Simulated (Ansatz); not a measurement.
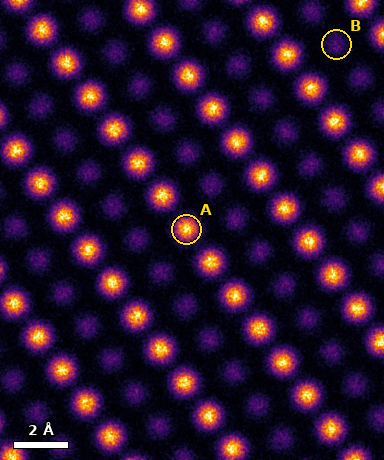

Dark-field STEM-like image of Sn₂Ge (Fm-3m, No. 225) along [210]. Simulated incoherent Z contrast: every atom adds Z^1.8 spread by a probe of 0.69 Å full width; channelling and multiple scattering are left out. Shot noise was added. Model: the geometry relaxed with Ansatz, DFT LDA, scalar-relativistic, plane waves, PAW; the starting structure was generated, so it need not be a known form of this composition.

```cif
data_structure
_symmetry_space_group_name_H-M 'P 1'
_symmetry_Int_Tables_number 1
_cell_length_a 6.7986
_cell_length_b 6.7986
_cell_length_c 6.7986
_cell_angle_alpha 90.000
_cell_angle_beta 90.000
_cell_angle_gamma 90.000
_cell_volume 314.24
loop_
_atom_site_label
_atom_site_type_symbol
_atom_site_fract_x
_atom_site_fract_y
_atom_site_fract_z
_atom_site_occupancy
Sn1 Sn 0.25000 0.25000 0.75000 1
Sn2 Sn 0.25000 0.75000 0.75000 1
Ge1 Ge 0.00000 0.00000 0.00000 1
Sn3 Sn 0.25000 0.75000 0.25000 1
Sn4 Sn 0.25000 0.25000 0.25000 1
Ge2 Ge 0.00000 0.50000 0.50000 1
Sn5 Sn 0.75000 0.25000 0.25000 1
Sn6 Sn 0.75000 0.75000 0.25000 1
Ge3 Ge 0.50000 0.00000 0.50000 1
Sn7 Sn 0.75000 0.75000 0.75000 1
Sn8 Sn 0.75000 0.25000 0.75000 1
Ge4 Ge 0.50000 0.50000 0.00000 1
```

Name the elements in each circled column.

Answer. A: Sn (2 Sn per 15.20 Å along the beam; the brightest kind). B: Ge (1 Ge per 15.20 Å along the beam; about 20 % of the brightest peak). Brightness is counted from the darkest point of the image.
